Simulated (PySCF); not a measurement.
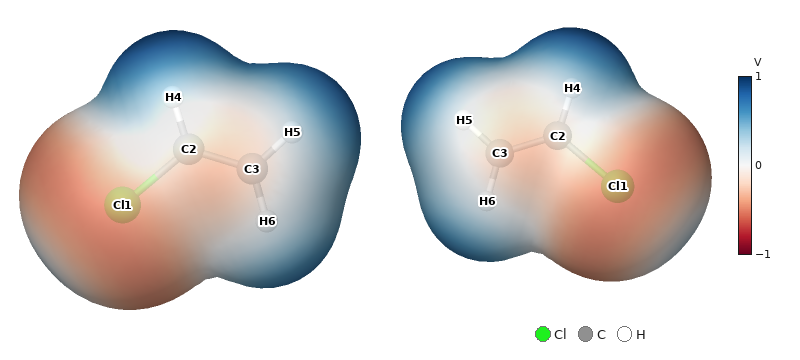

Figure. C2H3Cl, SMILES `ClC=C`. Electrostatic potential on the surface of electron density 0.001 a.u. (back view left, front view right).

Method: B3LYP/def2-SVPD; geometry: GFN2-xTB; program: PySCF. No frequency check shows the geometry to be a minimum. GFN2-xTB bond lengths at metals and heavier atoms can be off by up to 0.1 Å and shapes distorted, which carries into these values.

Coordinates in Å:

```
Cl1     -1.0499    0.1002    0.0000
C2       0.5613   -0.5034    0.0000
C3       1.6200    0.2808    0.0000
H4       0.6106   -1.5813    0.0000
H5       2.6100   -0.1397    0.0000
H6       1.5396    1.3536    0.0000
```

Q: Where are the extremes of the potential on the surface?

A: Highest: 0.94 V, 1.3 Å from H4. Further maxima include 0.71 V, 1.3 Å from H6; 0.24 V, 1.9 Å from Cl1. Lowest: −0.51 V, off the molecular plane, over Cl1 (2.1 Å), and at like points elsewhere. The surface is sampled at points, so like sites can differ by a few per cent and only the strongest of them is named.

Q: Does Cl1 carry a σ-hole?

A: Yes: a local maximum of +0.24 V lies on the extension of the C2–Cl1 bond.

Q: What volume does the surface enclose, and what is the dipole moment?

A: About 80 Å³; the dipole moment is 1.4 D.

Run time: 7.2 s on 1 thread of Arm Neoverse V1 (shared host), peak memory 0.37 GiB.
